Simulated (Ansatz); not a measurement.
The figure comes from a scan of MnSi (FeSi type, space group P2_13): the cell is scaled evenly about its relaxed volume V₀. All values below come from r2SCAN (plane waves to 500 eV, PAW, scalar-relativistic; Ansatz, a program for electronic structure). k mesh 10×10×10 (Γ-centred), Fermi-Dirac smearing 0.05 eV. E stands for the smeared free energy. MnSi was relaxed with its symmetry unable to fall. Relaxed MnSi ends ferromagnetic. Other magnetic orders were not checked, so this need not be the ground state. ΔE is measured from the relaxed starting cell.

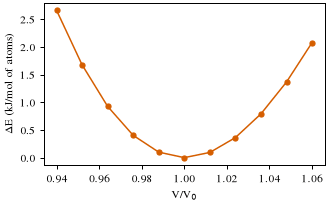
Figure. ΔE (kJ/mol of atoms) against V/V₀; one marker a computed point.

Problem. Read the plotted values off the figure, to the accuracy that the plot allows.

Solution. To the nearest 0.1:

```
V/V₀   ΔE (kJ/mol of atoms)
-----  --------------------
0.940                   2.7
0.952                   1.7
0.964                   0.9
0.976                   0.4
0.988                   0.1
1.000                   0.0
1.012                   0.1
1.024                   0.4
1.036                   0.8
1.048                   1.4
1.060                   2.1
```

(A scan under strain: stresses follow from slopes of the energy per volume, elastic moduli from its curvatures.)
